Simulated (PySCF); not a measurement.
```yaml
atoms:
  - { symbol: Ga, position_ang: [0.0000, 0.0000, -0.0242] }
  - { symbol: H, position_ang: [0.0000, 0.0000, 1.6548] }
```

These are results of PBE0/x2c-TZVPPall, spin-free X2C-1e, Gaussian nucleus, at a bond length of 1.679 Å in PySCF, not measurements.

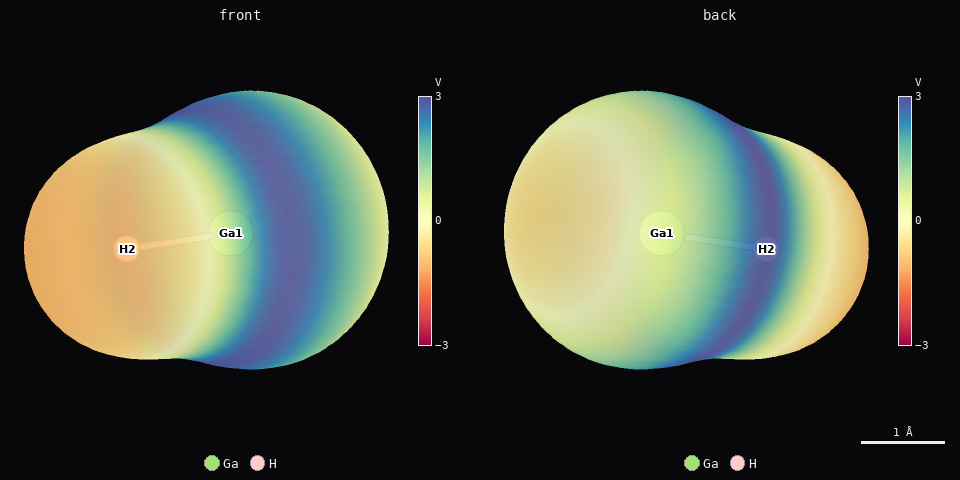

GaH. The electrostatic potential painted on the density surface at 0.004 e/bohr³, seen from the front and from behind; the colour scale runs from red (negative) to blue (positive).

Which sites attract a positive test charge, and which a negative one?

A positive charge is drawn to the negative regions and a negative charge to the positive ones. The most negative region (about −1.1 V) lies over H2, the most positive (about +2.9 V) over Ga1.
